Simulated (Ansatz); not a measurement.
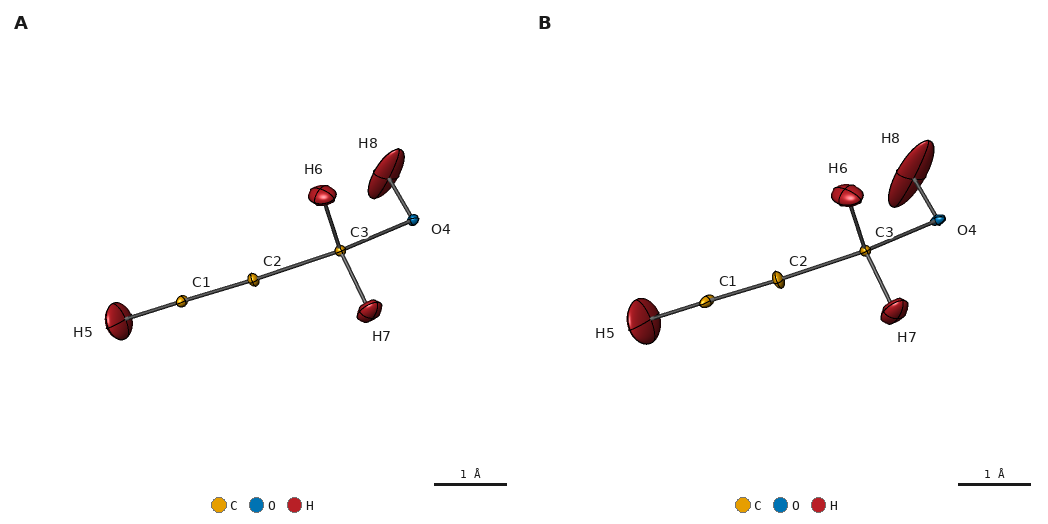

Displacement ellipsoids at the 50 % level, from the internal vibrations of the free molecule (harmonic, no overall translation or rotation; no half-axis is drawn under 0.075 Å). Vibrations computed with RKS PBE0-D4/def2-TZVP (Ansatz 0.2.0). One panel is for 298 K, the other for 600 K.

Which panel is for 600 K?

B.

How much does the mean-square displacement of H8 grow, and why?

U_eq goes from 0.0398 to 0.0689 Å², a factor of 1.7. Modes below kT (417 cm⁻¹ at 600 K) grow about in proportion to T, and the lowest lies at 203 cm⁻¹; the mean-square amplitude of a mode is its zero-point value times coth(ħω/2kT), which comes close to 1 only above about 3kT.
